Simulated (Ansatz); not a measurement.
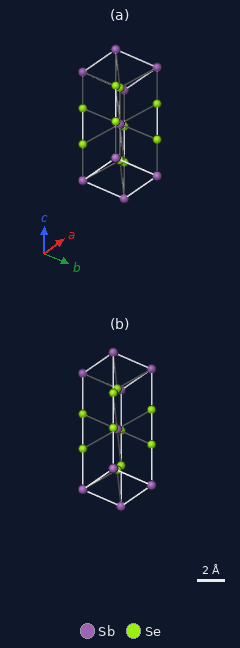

The structure of solid SbSe₂ (built on the MoSi2 (C11b)_139 type) (coarse preliminary run) before (top) and after (bottom) a relaxation, at one scale.

The picture is a ball-and-stick view of the conventional cell (2 times the calculation's cell), seen from a free direction. Lengths and directions refer to the drawn axes.

Case: MoSi2 (C11b) type (I4/mmm, No. 139).

Theory: Ansatz, DFT PBE, scalar-relativistic, plane waves, PAW. Set-up: plane-wave cutoff 420 eV; k-point mesh 6 × 6 × 6; occupations gaussian; smearing width 0.1 eV; no spin polarisation; cell and atoms relaxed; force threshold 0.04 eV/Å; at most 70 steps.

**What changed between the two?**

Over 4 accepted moves (5 points after the start) the energy falls by 0.373 eV per cell of the calculation. The largest force component goes from 0.5 to 0.011 eV/Å. Pressure: −5.61 GPa at the start and 0.09 GPa at the end. The SCF was repeated once at an unchanged geometry on a basis and grid sized afresh for the cell, which shifted the energy by 0.7 meV per cell of the calculation at most. The largest moves relative to the cell, 0.16 Å, are those of Se atoms. Sb stays in place. The drawn cell changes as follows: a = b 3.979 → 3.682 Å (−7.5 %), c 9.761 → 10.454 Å (+7.1 %); the volume changes by −8.3 %. Among the contacts that change: Sb–Se 3.270 → 3.662 Å, Sb–Se 3.242 → 3.038 Å. The space group stays I4/mmm (No. 139). The run took 23 s on 1 thread of Intel(R) Xeon(R) Platinum 8375C CPU @ 2.90GHz (Ice Lake) (shared host), peak memory 0.44 GiB.
